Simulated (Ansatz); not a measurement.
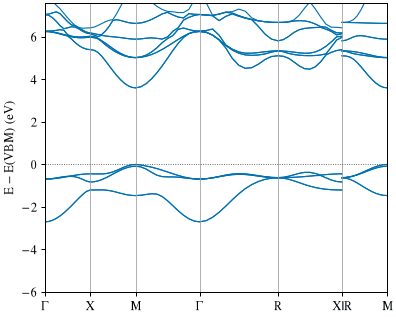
Figure: Band structure from the program Ansatz at the r²SCAN with spin–orbit coupling level (PAW)

Q: Read off the gap and where the band edges lie.

A: About 3.6 eV (3.60 eV by a search for the band edges); maximum at M, minimum at M.

The material is CsCaH3 (cubic perovskite, Pm-3m).

The first step of the workflow began from a Materials Project structure, measured or hypothetical; the Crystallography Open Database copy checked does not list it. Whether it is the stable phase at ambient conditions was not checked. The r²SCAN relaxation kept the symmetry of its start; its stability against distortions is not shown here.

Potentials: the later of the program's two PAW sets.
